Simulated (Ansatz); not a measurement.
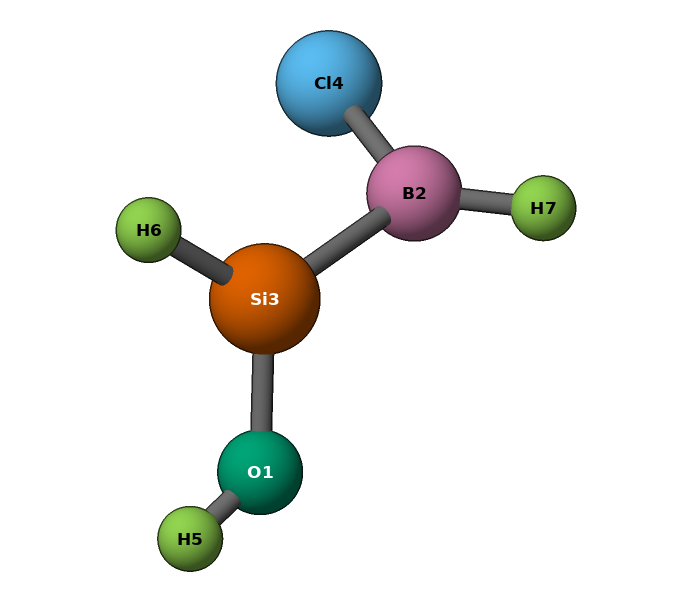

The questions are on Mulliken charges. State: charge +1, singlet. Computed geometry: PBE0-D4/def2-TZVP optimisation. No frequency run is at hand to confirm it as a minimum. Method: RKS PBE0-D4/def2-TZVP (Ansatz 0.2.0).

List the Mulliken charges.

```json
{"atom": "O1", "value (e)": "−0.38"}
{"atom": "B2", "value (e)": "0.04"}
{"atom": "Si3", "value (e)": "0.61"}
{"atom": "Cl4", "value (e)": "0.10"}
{"atom": "H5", "value (e)": "0.39"}
{"atom": "H6", "value (e)": "0.11"}
{"atom": "H7", "value (e)": "0.13"}
```

Mulliken values depend strongly on the basis set and can even reverse the polarity of a bond.
